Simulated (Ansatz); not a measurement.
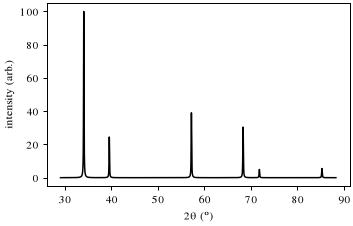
*Simulated powder pattern, Cu Kα1, λ = 1.54056 Å*

The pattern belongs to a structure relaxed with PBE in the plane-wave PAW code Ansatz.

Problem. Which of these materials gives this?
(A) BP, zinc blende
(B) TiO2, rutile
(C) La2O3, La2O3 or Ni2Al3 type
(D) TiB2, P6/mmm (Ti on 1a, B on 2d)

Solution. A, BP, zinc blende

Space group F-43m (zinc blende). Symmetry was held in the PBE relaxation.

Potentials: the later of the program's two PAW sets.
